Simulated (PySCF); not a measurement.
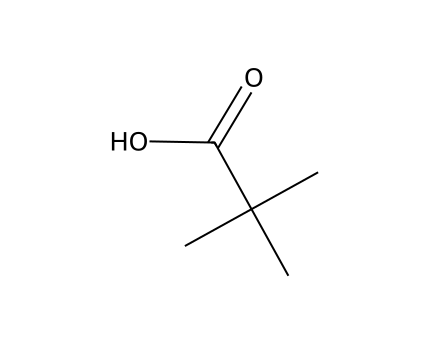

Simulated data, not a measurement (program: PySCF).

A structural formula.

Question: Give its SMILES.

Answer: CC(C)(C)C(=O)O

Question: Give the formula, hydrogens included.

Answer: C5H10O2.
